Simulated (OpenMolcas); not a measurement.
**Run report: CH₃, single-point calculation**

CH₃ (methane, ion(1-)), multiplicity 2, computed with r2SCAN/STO-3G, UKS (OpenMolcas 26.06).

The geometry comes from this level: GFN2-xTB.

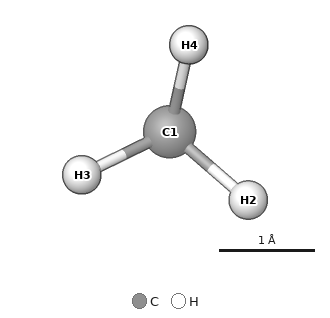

The structure (ball-and-stick view, seen at a tilt; atoms are numbered from 1 in the order of the input). Bond lengths as drawn: C–H 1.15 Å.

**Key numbers**

| quantity | value |
| --- | --- |
| outcome | converged |
| total energy | −39.293473 hartree |
| basis functions | 8 |
| ⟨S²⟩ | 0.754 |
| dipole moment | 0.45 debye |
| hardware | 1 thread of Arm Neoverse V1, 24 GiB of memory available, shared host |
| wall time | 4.8 s |
| peak memory | 0.37 GiB |

**Input file**
```
>>> EXPORT MOLCAS_PRINT=2
&GATEWAY
BasLib=$CurrDir
Coord
4
bohr
C     -0.31312762    -0.33194929     0.55903768
H      0.26862457     1.73148046     0.86925512
H     -1.48564599    -0.19365913    -1.25808517
H      1.53014904    -1.20587203    -0.17022653
Basis=STO-3G
Group=NoSym
&SEWARD
GridInput
Grid=UltraFine
End of Grid
&SCF
UHF
Spin=2
KSDFT=2
1.0 MGGA_X_R2SCAN
1.0 MGGA_C_R2SCAN
Thresholds=1e-10 1e-07 1e-07 1e-05
PrOrbitals=1 1
```

Command:
```bash
export MOLCAS_MEM=1860
pymolcas run.input > run.log
```

**Log**
```
--- Start Module: gateway ---

                                              &GATEWAY

                       available to each process: 1.9 GB of memory, 1 thread

 Basis Set     1 Label: C.STO-3G
 Basis set is read from library:.
 basistype.tbl is not found

 Basis Set     2 Label: H.STO-3G
 Basis set is read from library:.
 basistype.tbl is not found

++    Symmetry information:
      ---------------------

                    Character Table for C1

                             E
                    a        1  x, y, xy, Rz, z, xz, Ry, yz, Rx, I
--

++    Basis set information:
      ----------------------

      Basis set label: C.STO-3G.........

      Electronic valence basis set:
      ------------------
      Associated Effective Charge   6.000000 au
      Associated Actual Charge      6.000000 au
      Nuclear Model: Point charge

      Shell  nPrim  nBasis  Cartesian Spherical Contaminant
         s       6       2        X
         p       3       1        X

      Basis set label: H.STO-3G.........

      Electronic valence basis set:
      ------------------
      Associated Effective Charge   1.000000 au
      Associated Actual Charge      1.000000 au
      Nuclear Model: Point charge

      Shell  nPrim  nBasis  Cartesian Spherical Contaminant
         s       3       1        X
--

++    Molecular structure info:
      -------------------------

                    ************************************************
                    **** Cartesian Coordinates / bohr, angstrom ****
                    ************************************************

     Center  Label                x              y              z                     x              y              z
        1      C1              -0.313128      -0.331949       0.559038             -0.165700      -0.175660       0.295830
        2      H2               0.268625       1.731480       0.869255              0.142150       0.916260       0.459990
        3      H3              -1.485646      -0.193659      -1.258085             -0.786170      -0.102480      -0.665750
        4      H4               1.530149      -1.205872      -0.170227              0.809720      -0.638120      -0.090080

                    ***************************************
                    *    InterNuclear Distances / bohr    *
                    ***************************************

               1 C1            2 H2            3 H3            4 H4
    1 C1       0.000000
    2 H2       2.166198        0.000000
    3 H3       2.166993        3.362916        0.000000
    4 H4       2.166388        3.361548        3.361998        0.000000

                    *******************************************
                    *    InterNuclear Distances / angstrom    *
                    *******************************************

               1 C1            2 H2            3 H3            4 H4
    1 C1       0.000000
    2 H2       1.146302        0.000000
    3 H3       1.146723        1.779579        0.000000
    4 H4       1.146403        1.778855        1.779093        0.000000

                    **************************************
                    *    Valence Bond Angles / degree    *
                    **************************************
                          Atom centers                 Phi
                      2 H2       1 C1       3 H3       101.81
                      2 H2       1 C1       4 H4       101.77
                      3 H3       1 C1       4 H4       101.76
--

            Nuclear Potential Energy              9.20051622 au

--- Stop Module: gateway /rc=_RC_ALL_IS_WELL_ ---

--- Start Module: seward ---

                                              &SEWARD

                       available to each process: 1.9 GB of memory, 1 thread

               SEWARD will generate:
                  Multipole Moment integrals up to order  2
                  Kinetic Energy integrals
                  Nuclear Attraction integrals (point charge)
                  One-Electron Hamiltonian integrals
                  Velocity integrals
                  Orbital angular momentum around ( -0.2291  -0.2429   0.4090 )
                  Velocity quadrupole around ( -0.2291  -0.2429   0.4090 )
                  Two-Electron Repulsion integrals

                   Integrals are discarded if absolute value <: 1.00E-14
                   Integral cutoff threshold is set to       <: 1.00E-16

            Nuclear Potential Energy              9.20051622 au

      Basis set specifications :
      Symmetry species         a
      Basis functions            8

--- Stop Module: seward /rc=_RC_ALL_IS_WELL_ ---

--- Start Module: scf ---

                                                &SCF

                       available to each process: 1.9 GB of memory, 1 thread

++    Input section:
      --------------

      Header of the integral files:

      Cartesian coordinates in angstrom:
      -----------------------------------------------------
      No.  Label        X            Y            Z
      -----------------------------------------------------
       1   C1        -0.16570000  -0.17566000   0.29583000
       2   H2         0.14215000   0.91626000   0.45999000
       3   H3        -0.78617000  -0.10248000  -0.66575000
       4   H4         0.80972000  -0.63812000  -0.09008000
      -----------------------------------------------------
      Nuclear repulsion energy =    9.20051622
--

++    Orbital specifications:
      -----------------------

      Symmetry species               1
                                     a
      Frozen orbitals                0
      Occupied orbitals alpha        5
      Occupied orbitals beta         4
      Secondary orbitals alpha       3
      Secondary orbitals beta        4
      Deleted orbitals               0
      Total number of orbitals       8
      Number of basis functions      8
--

      Molecular charge                           0.000

      Numerical integration parameters
      --------------------------------
      Radial quadrature type:                         MHL
      Size of radial grid:                            99
      Lebedev angular grid:                           41
      Angular grid pruned with the crowding factor:  1.00E+10
                                 and fading factor:  1.00E+01
      Screening threshold for integral computation:   1.00E-11
      Radial quadrature accuracy:                     1.00E-25
      Maximum batch size:                             128
      AO values are stored on disk
      The same grid will be used for all iterations.

      DFT functional specifications
      -----------------------------
      Using Libxc version: 6.2.2
      Please cite the following reference:
      S. Lehtola, C. Steigemann, M. J.T. Oliveira, and M. A.L. Marques.,  SoftwareX 7, 1–5 (2018) doi:10.1016/j.softx.2017.11.002

++    Optimization specifications:
      ----------------------------

      SCF Algorithm: Conventional USCF
      D(i)-D(i-1) density differences are used
      Number of density matrices in core                 5
      Maximum number of NDDO SCF iterations            400
      Maximum number of HF SCF iterations              400
      Threshold for SCF energy change             1.00E-10
      Threshold for density matrix                1.00E-07
      Threshold for Fock matrix                   1.00E-07
      Threshold for linear dependence             1.00E-09
      Threshold at which DIIS is turned on        1.50E-01
      Maximum depth in the DIIS procedure                5
      Maximum depth in the BFGS Hessian update          30
      Threshold at which QNR/C2DIIS is turned on  7.50E-02
      Threshold for Norm(delta) (QNR/C2DIIS)      1.00E-05
      All orbitals punched on: UHFORB
--

      Input vectors read from INPORB
      Orbital file label: *Guess orbitals

++ Convergence information
                               UHF [...]      iterations: Energy and convergence statistics

Iter     Tot. [...]      One-elec.       Two-elec.     Energy      Max Dij or  Max Fij      DNorm      TNorm      AccCon     Time
         Energy          Energy          Energy        Change      Delta Norm                                                in Sec.
   1   -39.274869797   -76.889535655    28.414149639   0.00E+00    1.71E-01*   1.53E-01*    3.95E+00   1.84E+01   None         0.
   2   -39.293170662   -77.028370723    28.534683842  -1.83E-02*   2.16E-02*   7.32E-03*    4.42E-01   1.84E+01   EDIIS        0.
   3   -39.293412768   -76.969815540    28.475886553  -2.42E-04*   1.09E-02*   3.16E-03*    7.50E-02   1.84E+01   c2DIIS       0.
   4   -39.293457335   -77.007247724    28.513274171  -4.46E-05*   1.12E-02*   2.16E-03*    2.44E-02   1.84E+01   QNRc2DIIS    0.
   5   -39.293463963   -76.983997431    28.490017249  -6.63E-06*   4.91E-03*   1.71E-03*    1.62E-02   1.84E+01   QNRc2DIIS    0.
   6   -39.293472992   -76.994843828    28.500854617  -9.03E-06*   1.81E-03*   2.33E-04*    7.12E-03   1.84E+01   QNRc2DIIS    0.
   7   -39.293473355   -76.995425980    28.501436406  -3.63E-07*   4.75E-05*   1.10E-05*    2.64E-03   1.84E+01   QNRc2DIIS    0.
   8   -39.293473355   -76.995427800    28.501438226  -3.71E-10*   6.87E-06    1.72E-06*    9.41E-05   1.84E+01   QNRc2DIIS    0.
   9   -39.293473355   -76.995425571    28.501435997  -7.55E-12    4.34E-08    8.73E-09     9.78E-06   1.84E+01   QNRc2DIIS    0.

       Convergence after   9 Iterations
--

 *****************************************************************************************************************************
 *                                             SCF/KS-DFT Program, Final results                                             *
 *                                                       Final Results                                                       *
 *****************************************************************************************************************************

::    Total KS-DFT energy                             -39.2934733554
      One-electron energy                             -76.9954255712
      Two-electron energy                              28.5014359968
      Nuclear repulsion energy                          9.2005162190
      Kinetic energy (interpolated)                    38.9312490406
      Virial theorem                                    1.0093042048
      Total spin, S(S+1)                                0.7539383811
      Total spin, S                                     0.5019672555
      Max non-diagonal density matrix element           0.0000000291
      Max non-diagonal Fock matrix element              0.0000000016

      All orbitals with orbital energies smaller than  E(LUMO)+0.5 are printed

++    Molecular orbitals:
      -------------------

      Title: UKS-DFT orbitals (alpha)

      Molecular orbitals for symmetry species 1: a

          Orbital            1         2         3         4         5         6         7         8
          Energy           -9.8417   -0.6057   -0.3061   -0.3060   -0.1922    0.3662    0.3664    0.4247
          Occ. No.          1.0000    1.0000    1.0000    1.0000    1.0000    0.0000    0.0000    0.0000

--

      All orbitals with orbital energies smaller than  E(LUMO)+0.5 are printed

++    Molecular orbitals:
      -------------------

      Title: UKS-DFT orbitals (beta)

      Molecular orbitals for symmetry species 1: a

          Orbital            1         2         3         4         5         6         7         8
          Energy           -9.8241   -0.5651   -0.2891   -0.2890    0.0088    0.3947    0.3950    0.4494
          Occ. No.          1.0000    1.0000    1.0000    1.0000    0.0000    0.0000    0.0000    0.0000

--

++    Molecular charges:
      ------------------

      Mulliken charges per centre and basis function type
      ---------------------------------------------------

                            C1                      H2                      H3                      H4
                     alpha        beta       alpha        beta       alpha        beta       alpha        beta
      1s           1.7691      1.5471      0.4567      0.4869      0.4567      0.4869      0.4567      0.4869
      2px          0.5773      0.3925      0.0000      0.0000      0.0000      0.0000      0.0000      0.0000
      2pz          0.6993      0.2174      0.0000      0.0000      0.0000      0.0000      0.0000      0.0000
      2py          0.5843      0.3824      0.0000      0.0000      0.0000      0.0000      0.0000      0.0000
      Total        3.6300      2.5393      0.4567      0.4869      0.4567      0.4869      0.4567      0.4869
      Total              6.1693                  0.9435                  0.9436                  0.9436

      Charge           -0.1693                  0.0565                  0.0564                  0.0564

      Total electronic charge=    9.000000

      Total            charge=   -0.000000
--

++    Molecular orbitals:
      -------------------

      Title: Natural orbitals

      Molecular orbitals for symmetry species 1: a

          Orbital            1         2         3         4         5         6         7         8
          Energy           -9.8293   -0.5867   -0.2973   -0.2972   -0.0930    0.3802    0.3804    0.4361
          Occ. No.          2.0000    1.9997    1.9992    1.9992    1.0000    0.0008    0.0008    0.0003

--

++    Molecular properties:
      ---------------------

      Charge (e):
                      =   -0.0000
      Dipole Moment (debye):
      Origin of the operator (angstrom)=   -0.1212   -0.1285    0.2164
                   X=  1.9471E-01               Y=  2.0634E-01               Z= -3.4711E-01           Total=  4.4830E-01
      Quadrupole Moment (debye*angstrom):
      Origin of the operator (angstrom)=   -0.1212   -0.1285    0.2164
                  XX= -7.0820E+00              XY=  1.5881E-02              XZ= -2.5670E-02              YY= -7.0803E+00
                  YZ= -2.7172E-02              ZZ= -7.0497E+00
      In traceless form (debye*angstrom)
                  XX= -1.7010E-02              XY=  2.3821E-02              XZ= -3.8505E-02              YY= -1.4436E-02
                  YZ= -4.0758E-02              ZZ=  3.1446E-02
--

--- Stop Module: scf /rc=_RC_ALL_IS_WELL_ ---
--- Module scf spent 3 seconds ---

.##################.
.# Happy landing! #.
.##################.

    Timing: Wall=4.40 User=3.64 System=0.76
```

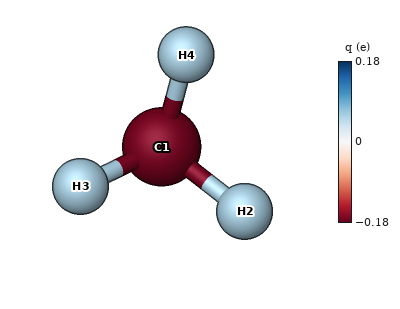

Mulliken charges, as the colour of each atom (ball-and-stick view, seen at a tilt; atoms are numbered from 1 in the order of the input). By element: C −0.17 and H +0.06 e.
